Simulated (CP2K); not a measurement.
**SiH2O2 (SMILES O[Si]O): levels of theory compared**

Wanted: a comparison of 5 runs (B3LYP/6-31G*, PBE0/TZV2P-MOLOPT-PBE0-GTH, AM1, PM3, GFN2-xTB) of SiH2O2. 

The results are computed with CP2K 2026.2.

1 further run of the same task is left out (set aside as unsound or not needed).

## 1. The system as given

SiH2O2: 5 atoms, total charge 0, spin state singlet. SMILES: `O[Si]O`. The O3–H5 distance was set to 1.440 Å, away from the relaxed value. At this shape a bond of the SMILES string is far longer than usual.

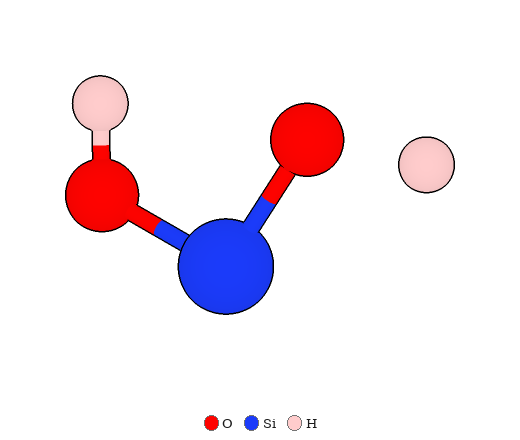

Viewed from a chosen angle; oxygen red, silicon blue, hydrogen pink.

## 2. A single-point energy at B3LYP/6-31G(d) (spherical functions) (run 1)

Contents of calc.inp:

```
&GLOBAL
    PROJECT calc
    RUN_TYPE ENERGY
    PRINT_LEVEL MEDIUM
&END GLOBAL
&FORCE_EVAL
    METHOD QUICKSTEP
    &DFT
        BASIS_SET_FILE_NAME ./6_31gs.basis
        POTENTIAL_FILE_NAME POTENTIAL
        &QS
            METHOD GAPW
            EPS_DEFAULT 1.0E-10
        &END QS
        &MGRID
            CUTOFF 280
            REL_CUTOFF 50
            NGRIDS 4
        &END MGRID
        &POISSON
            PERIODIC NONE
            POISSON_SOLVER MULTIPOLE
        &END POISSON
        &SCF
            SCF_GUESS ATOMIC
            EPS_SCF 1.0E-07
            MAX_SCF 100
            ADDED_MOS 5
            &DIAGONALIZATION
                ALGORITHM STANDARD
            &END DIAGONALIZATION
            &MIXING
                METHOD DIRECT_P_MIXING
                ALPHA 0.4
            &END MIXING
        &END SCF
        &XC
            &XC_FUNCTIONAL
                &HYB_GGA_XC_B3LYP
                &END HYB_GGA_XC_B3LYP
            &END XC_FUNCTIONAL
            &HF
                FRACTION 0.2
                &SCREENING
                    EPS_SCHWARZ 1.0E-10
                &END SCREENING
                &MEMORY
                    MAX_MEMORY 1050
                &END MEMORY
            &END HF
        &END XC
        &PRINT
            &MOMENTS
                PERIODIC F
                REFERENCE COM
                MAX_MOMENT 1
            &END MOMENTS
            &MO ON
                ENERGIES T
                OCCUPATION_NUMBERS T
                NDIGITS 6
                &EACH
                    QS_SCF 0
                &END EACH
                ADD_LAST NUMERIC
            &END MO
            &LOWDIN ON
            &END LOWDIN
            &HIRSHFELD OFF
            &END HIRSHFELD
        &END PRINT
    &END DFT
    &SUBSYS
        &CELL
            ABC 10.8 8.4 8.5
            PERIODIC NONE
        &END CELL
        &COORD
            O     -1.875757    -0.005298    -0.457403
            Si    -0.644557    -0.690998     0.385297
            O      0.603443     0.287802    -0.113803
            H     -1.664457     0.749202    -1.018503
            H      1.901100    -0.013100     0.433400
        &END COORD
        &TOPOLOGY
            &CENTER_COORDINATES
            &END CENTER_COORDINATES
        &END TOPOLOGY
        &KIND O
            BASIS_SET 6-31Gs
            POTENTIAL ALL
            LEBEDEV_GRID 194
            RADIAL_GRID 100
        &END KIND
        &KIND Si
            BASIS_SET 6-31Gs
            POTENTIAL ALL
            LEBEDEV_GRID 194
            RADIAL_GRID 100
        &END KIND
        &KIND H
            BASIS_SET 6-31Gs
            POTENTIAL ALL
            LEBEDEV_GRID 194
            RADIAL_GRID 100
        &END KIND
    &END SUBSYS
&END FORCE_EVAL
```

The run is started by

```
$ OMP_NUM_THREADS=1 cp2k.psmp -i calc.inp > calc.out 2>&1
```

What it wrote:

```text
CP2K| version string:                                       CP2K version 2026.2
[...]
 GLOBAL| Method name                                                        CP2K
[...]
 GLOBAL| Run type                                                         ENERGY
[...]
 DFT| Spin restricted Kohn-Sham (RKS) calculation                            RKS
 DFT| Multiplicity                                                             1
[...]
 DFT| Charge                                                                   0
[...]
 FUNCTIONAL| HYB_GGA_XC_B3LYP:
[...]
 QS| Method:                                                                GAPW
[...]
 QS| Density cutoff [a.u.]:                                                140.0
[...]
 QS| Relative density cutoff [a.u.]:                                        25.0
[...]
                             - Atoms:                                          5
[...]
                             - Spherical basis functions:                     50
[...]
 Number of electrons:                                                         32
[...]
     1 P_Mix/Diag. 0.40E+00    2.8     0.49110614      -441.2388225713 -4.41E+02
[...]
    18 DIIS/Diag.  0.35E-07    1.2     0.00000002      -441.1042404361 -8.53E-13
  *** SCF run converged in    18 steps ***
[...]
  Overlap energy of the core charge distribution:               0.00000009246375
  Self energy of the core charge distribution:               -274.30159561820341
  Core Hamiltonian energy:                                   -173.89993555001220
  Hartree energy:                                              77.09266443700592
  Exchange-correlation energy:                                -10.97902680317967
  Hartree-Fock Exchange energy:                                -7.48074176324809
[...]
                     Mulliken Population Analysis
 #  Atom  Element  Kind  Atomic population                           Net charge
       1     O        1          8.680216                             -0.680216
       2     Si       2         13.450471                              0.549529
       3     O        1          8.598650                             -0.598650
       4     H        3          0.581932                              0.418068
       5     H        3          0.688732                              0.311268
 # Total charge                             32.000000                  0.000000
[...]
  Dipole moment [Debye]
    X=  0.2127173E+01 Y=  0.8394228E+00 Z= -0.1816779E+00  Total=      2.2940142
 ENERGY| Total FORCE_EVAL ( QS ) energy [hartree]           -441.104240436116299
[...]
```

Run time: 25 s. Hardware: 1 thread of Arm Neoverse V1, shared host; peak memory 0.51 GiB.

## 3. A single-point energy at PBE0/TZV2P-MOLOPT-PBE0-GTH (core potential) (run 2)

Contents of run.inp:

```
&GLOBAL
    PROJECT run
    RUN_TYPE ENERGY
    PRINT_LEVEL MEDIUM
&END GLOBAL
&FORCE_EVAL
    METHOD QS
    &DFT
        BASIS_SET_FILE_NAME BASIS_MOLOPT_UZH
        BASIS_SET_FILE_NAME BASIS_ADMM_UZH
        POTENTIAL_FILE_NAME POTENTIAL_UZH
        &QS
            METHOD GPW
            EPS_DEFAULT 1.0E-10
        &END QS
        &MGRID
            CUTOFF 400
            REL_CUTOFF 50
            NGRIDS 4
        &END MGRID
        &POISSON
            PERIODIC NONE
            POISSON_SOLVER MULTIPOLE
        &END POISSON
        &SCF
            SCF_GUESS ATOMIC
            EPS_SCF 1.0E-06
            MAX_SCF 30
            &OT
                MINIMIZER DIIS
                PRECONDITIONER FULL_ALL
            &END OT
            &OUTER_SCF
                EPS_SCF 1.0E-06
                MAX_SCF 5
            &END OUTER_SCF
        &END SCF
        &XC
            &XC_FUNCTIONAL
                &PBE
                    SCALE_X 0.75
                    SCALE_C 1.0
                &END PBE
            &END XC_FUNCTIONAL
            &HF
                FRACTION 0.25
                &SCREENING
                    EPS_SCHWARZ 1.0E-09
                &END SCREENING
                &MEMORY
                    MAX_MEMORY 1050
                &END MEMORY
            &END HF
        &END XC
        &AUXILIARY_DENSITY_MATRIX_METHOD
            ADMM_TYPE ADMMS
            EXCH_CORRECTION_FUNC PBEX
        &END AUXILIARY_DENSITY_MATRIX_METHOD
        &PRINT
            &MOMENTS
                PERIODIC F
                REFERENCE COM
                MAX_MOMENT 1
            &END MOMENTS
            &MO_CUBES
                NLUMO 3
                NHOMO -1
                WRITE_CUBE F
            &END MO_CUBES
            &HIRSHFELD OFF
            &END HIRSHFELD
        &END PRINT
    &END DFT
    &SUBSYS
        &CELL
            ABC 10.8 8.4 8.5
            PERIODIC NONE
        &END CELL
        &COORD
            O     -1.875757    -0.005298    -0.457403
            Si    -0.644557    -0.690998     0.385297
            O      0.603443     0.287802    -0.113803
            H     -1.664457     0.749202    -1.018503
            H      1.901100    -0.013100     0.433400
        &END COORD
        &TOPOLOGY
            &CENTER_COORDINATES
            &END CENTER_COORDINATES
        &END TOPOLOGY
        &KIND O
            BASIS_SET ORB TZV2P-MOLOPT-PBE0-GTH-q6
            BASIS_SET AUX_FIT admm-tzp-q6
            POTENTIAL GTH-PBE0-q6
        &END KIND
        &KIND Si
            BASIS_SET ORB TZV2P-MOLOPT-PBE0-GTH-q4
            BASIS_SET AUX_FIT admm-tzp-q4
            POTENTIAL GTH-PBE0-q4
        &END KIND
        &KIND H
            BASIS_SET ORB TZV2P-MOLOPT-PBE0-GTH-q1
            BASIS_SET AUX_FIT admm-tzp-q1
            POTENTIAL GTH-PBE0-q1
        &END KIND
    &END SUBSYS
&END FORCE_EVAL
```

The run is started by

```
$ OMP_NUM_THREADS=1 cp2k.psmp -i run.inp > run.out 2>&1
```

What it wrote:

```text
CP2K| version string:                                       CP2K version 2026.2
[...]
 GLOBAL| Method name                                                        CP2K
[...]
 GLOBAL| Run type                                                         ENERGY
[...]
 DFT| Spin restricted Kohn-Sham (RKS) calculation                            RKS
 DFT| Multiplicity                                                             1
[...]
 DFT| Charge                                                                   0
[...]
 FUNCTIONAL| PBE:
 QS| Method:                                                                 GPW
[...]
 QS| Density cutoff [a.u.]:                                                200.0
[...]
 QS| Relative density cutoff [a.u.]:                                        25.0
[...]
                             - Atoms:                                          5
[...]
                             - Spherical basis functions:                    115
[...]
 Number of electrons:                                                         18
[...]
     1 OT DIIS     0.15E+00    2.7     0.12261567       -35.2855521164 -3.53E+01
[...]
    29 OT DIIS     0.15E+00    2.0     0.00000071       -37.1017671470 -1.62E-10
  *** SCF run converged in    29 steps ***
[...]
  Overlap energy of the core charge distribution:               0.00000004759235
  Self energy of the core charge distribution:                -95.26080558949600
  Core Hamiltonian energy:                                     26.43594265312802
  Hartree energy:                                              40.45926860520638
  Exchange-correlation energy:                                 -6.72836902509478
  Hartree-Fock Exchange energy:                                -2.00780383834668
  Total energy:                                               -37.10176714701071
[...]
                     Mulliken Population Analysis
 #  Atom  Element  Kind  Atomic population                           Net charge
       1     O        1          6.359622                             -0.359622
       2     Si       2          3.541138                              0.458862
       3     O        1          6.536902                             -0.536902
       4     H        3          0.868200                              0.131800
       5     H        3          0.694138                              0.305862
 # Total charge                             18.000000                  0.000000
[...]
  Dipole moment [Debye]
    X=  0.2272741E+01 Y=  0.6812898E+00 Z= -0.2072634E-01  Total=      2.3727486
[...]
 HOMO - LUMO gap [eV] :    4.674256
 ENERGY| Total FORCE_EVAL ( QS ) energy [hartree]            -37.101767147010712
[...]
```

Run time: 63 s. Hardware: 1 thread of Arm Neoverse V1, shared host; peak memory 0.79 GiB.

## 4. The energy at AM1 (run 3)

Contents of qs.inp:

```
&FORCE_EVAL
   METHOD QUICKSTEP
   &DFT
      CHARGE 0
      MULTIPLICITY 1
      &QS
         METHOD AM1
         EPS_DEFAULT 1.0E-10
         &SE
            &COULOMB
               CUTOFF [angstrom] 50
               RC_RANGE [angstrom] 0
            &END
            &EXCHANGE
               CUTOFF [angstrom] 50
               RC_RANGE [angstrom] 0
            &END
         &END
      &END
      &POISSON
         PERIODIC NONE
         POISSON_SOLVER ANALYTIC
      &END
      &SCF
         SCF_GUESS ATOMIC
         EPS_SCF 1.0E-06
         MAX_SCF 100
         ADDED_MOS 8
         &DIAGONALIZATION
            ALGORITHM STANDARD
         &END
         &MIXING
            METHOD DIRECT_P_MIXING
            ALPHA 0.4
         &END
      &END
      &PRINT
         &MOMENTS
            PERIODIC F
            REFERENCE COM
            MAX_MOMENT 1
         &END
         &MO ON
            ENERGIES T
            OCCUPATION_NUMBERS T
            NDIGITS 6
            &EACH
               QS_SCF 0
            &END
            ADD_LAST NUMERIC
         &END
         &HIRSHFELD OFF
         &END
      &END
   &END
   &SUBSYS
      &CELL
         ABC [angstrom] 19.8 17.4 17.5
         PERIODIC NONE
      &END
      &COORD
         O     -1.875757    -0.005298    -0.457403
         Si    -0.644557    -0.690998     0.385297
         O      0.603443     0.287802    -0.113803
         H     -1.664457     0.749202    -1.018503
         H      1.901100    -0.013100     0.433400
      &END
      &TOPOLOGY
         &CENTER_COORDINATES
         &END
      &END
   &END
&END
&GLOBAL
   PROJECT qs
   RUN_TYPE ENERGY
   PRINT_LEVEL MEDIUM
&END
```

The run is started by

```
$ OMP_NUM_THREADS=1 cp2k.psmp qs.inp > qs.out
```

What it wrote:

```text
CP2K| version string:                                       CP2K version 2026.2
[...]
 GLOBAL| Method name                                                        CP2K
[...]
 GLOBAL| Run type                                                         ENERGY
[...]
 *** WARNING in qs_environment.F:2210 :: More added MOs requested than     ***
 *** available. The full set of unoccupied MOs will be used. Use           ***
 *** 'ADDED_MOS -1' to always use all available MOs and to get rid of this ***
[...]
                             - Atoms:                                          5
[...]
                             - Spherical basis functions:                     14
[...]
 Number of electrons:                                                         18
[...]
     1 P_Mix/Diag. 0.40E+00    0.0     0.72770738       -24.2697908256 -2.43E+01
[...]
    18 DIIS/Diag.  0.14E-06    0.0     0.00000033       -27.5797621772 -2.06E-12
  *** SCF run converged in    18 steps ***
  Core-core repulsion energy [eV]:                            760.93424854249270
  Core Hamiltonian energy [eV]:                             -1276.00689772074202
  Two-electron integral energy [eV]:                         -470.82169219609642
  Electronic energy [eV]:                                   -1511.41774381879009
  Total energy [eV]:                                         -750.48349527629728
  Atomic reference energy [eV]:                               748.37802860578506
  Heat of formation [kcal/mol]:                               -48.55321871067989
[...]
 SE_DIPOLE| Moment [Debye]         -2.94048323      -0.70625545      -0.11629887
 SE_DIPOLE| Derivative [a.u.]       0.00000000       0.00000000       0.00000000
 ENERGY| Total FORCE_EVAL ( QS ) energy [hartree]            -27.579762177199093
[...]
```

Run time: 0.28 s. Hardware: 1 thread of Arm Neoverse V1, shared host.

Run 4 isn't shown in full; the table further down has it.

## 5. A single-point energy at GFN2-xTB (run 5)

Contents of molecule.xyz:

```xyz
5

O     -1.875757    -0.005298    -0.457403
Si    -0.644557    -0.690998     0.385297
O      0.603443     0.287802    -0.113803
H     -1.664457     0.749202    -1.018503
H      1.901100    -0.013100     0.433400
```

Contents of gas.inp:

```
&GLOBAL
  PROJECT gas
  RUN_TYPE ENERGY
  PRINT_LEVEL MEDIUM
&END GLOBAL

&FORCE_EVAL
  METHOD QS
  &DFT
    &QS
      METHOD XTB
      EPS_DEFAULT 1.0E-10
      &XTB
        GFN_TYPE TBLITE
        &TBLITE
          METHOD GFN2
        &END TBLITE
        CHECK_ATOMIC_CHARGES F
      &END XTB
    &END QS
    &POISSON
      PERIODIC NONE
      POISSON_SOLVER ANALYTIC
    &END POISSON
    &SCF
      SCF_GUESS ATOMIC
      EPS_SCF 1.0E-06
      MAX_SCF 150
      ADDED_MOS 8
      &DIAGONALIZATION
        ALGORITHM STANDARD
      &END DIAGONALIZATION
      &MIXING
        METHOD DIRECT_P_MIXING
        ALPHA 0.4
      &END MIXING
      &SMEAR ON
        METHOD FERMI_DIRAC
        ELECTRONIC_TEMPERATURE [K] 300
      &END SMEAR
    &END SCF
    &PRINT
      &MOMENTS
        PERIODIC F
        REFERENCE COM
        MAX_MOMENT 1
      &END MOMENTS
      &MO ON
        ENERGIES T
        OCCUPATION_NUMBERS T
        NDIGITS 6
        &EACH
          QS_SCF 0
        &END EACH
        ADD_LAST NUMERIC
      &END MO
      &HIRSHFELD OFF
      &END HIRSHFELD
    &END PRINT
  &END DFT
  # atoms, cell and kinds
  &SUBSYS
    # box in angstrom
    &CELL
      ABC 13.8 11.4 11.5
      PERIODIC NONE
    &END CELL
    &TOPOLOGY
      COORD_FILE_NAME molecule.xyz
      COORD_FILE_FORMAT XYZ
      &CENTER_COORDINATES
      &END CENTER_COORDINATES
    &END TOPOLOGY
  &END SUBSYS
&END FORCE_EVAL
```

The run is started by

```
$ OMP_NUM_THREADS=1 cp2k.psmp -i gas.inp > gas.out 2>&1
```

What it wrote:

```text
CP2K| version string:                                       CP2K version 2026.2
[...]
 GLOBAL| Method name                                                        CP2K
[...]
 GLOBAL| Run type                                                         ENERGY
[...]
                             - Atoms:                                          5
[...]
                             - Spherical basis functions:                     19
[...]
 Number of electrons:                                                         18
[...]
  *** SCF run converged in    20 steps ***
[...]
  Fermi energy:                                                -0.30222658690022
[...]
 TB_DIPOLE| Moment [Debye]          1.69865766      -1.04143449       1.23903948
 TB_DIPOLE| Derivative [a.u.]       0.00000000       0.00000000       0.00000000
[...]
 ENERGY| Total FORCE_EVAL ( QS ) energy [hartree]            -10.851099174617694
[...]
```

Wall time 0.3 s (1 thread of Arm Neoverse V1, shared host).

## 6. All runs side by side

```
run                                        level  core potential  scheme  energy (Eh)  dipole moment (D)  HOMO energy (eV)  LUMO energy (eV)  wall time
  1           B3LYP/6-31G* (spherical functions)            none    GAPW  -441.104240               2.29             -6.54             -2.30       25 s
  2  PBE0/TZV2P-MOLOPT-PBE0-GTH (core potential)        GTH-PBE0     GPW   -37.101767               2.37             -7.00             -2.32       63 s
  3                                          AM1               –       –   -27.579762               3.03             -7.47              0.24     0.28 s
  4                                          PM3               –       –   -25.369547               2.45             -7.99             -0.54     0.28 s
  5                                     GFN2-xTB               –       –   -10.851099               2.35             -9.22             -7.33      0.3 s
```

## 7. Summary of results

| quantity | value |
| --- | --- |
| run 5: total energy | -10.85110 Eh |
| run 5: dipole moment (from atomic charges alone) | 2.35 D |
| run 5: HOMO energy | -9.22 eV |
| run 5: LUMO energy | -7.33 eV |
| run 5: HOMO–LUMO gap | 1.89 eV |
| run 5: dispersion energy | -4.83 kJ/mol |

In words: The dipole moment (its size) runs from 2.29 D (B3LYP/6-31G*) to 3.03 D (AM1). The two ends differ in method and basis and Hamiltonian. Some of these are taken from atomic charges alone. The HOMO–LUMO gap runs from 1.89 eV (GFN2-xTB) to 7.71 eV (AM1). Totals of different functionals can't be ranked against each other. Some runs of one species differ in core potentials or relativity; totals across that change don't compare. Force-field and semi-empirical energies have zeros of their own, so their totals don't compare. All runs together took 89 s, the longest 63 s.
